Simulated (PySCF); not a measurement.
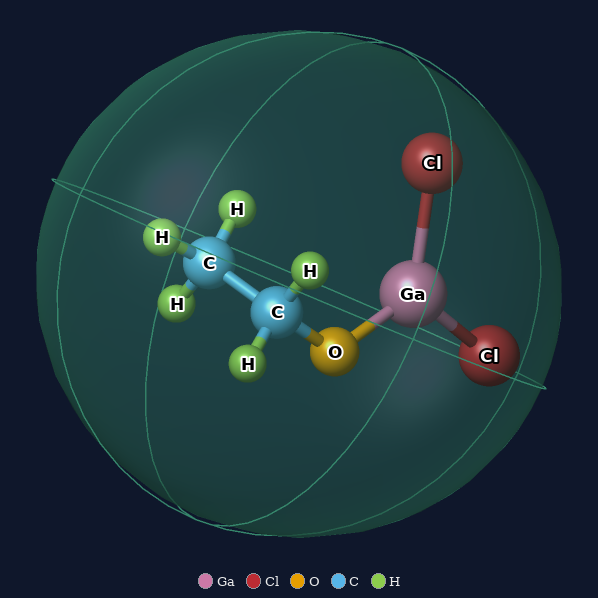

The ellipsoid shows the static dipole polarisability: its half-axes are proportional to the principal values. Computed geometry: PBE0-D3(BJ)/def2-SVP optimisation. No frequency run is at hand to confirm it as a minimum. Level of theory: ωB97X-D/def2-SVPD (PySCF 2.14.0).

Question: How large and how anisotropic is the polarisability?

Answer: Principal values 65.3, 81.7, 95.4 bohr³; mean 80.8 bohr³ (11.98 Å³); anisotropy 26.1 bohr³, so the longest axis is 1.46 times the shortest.
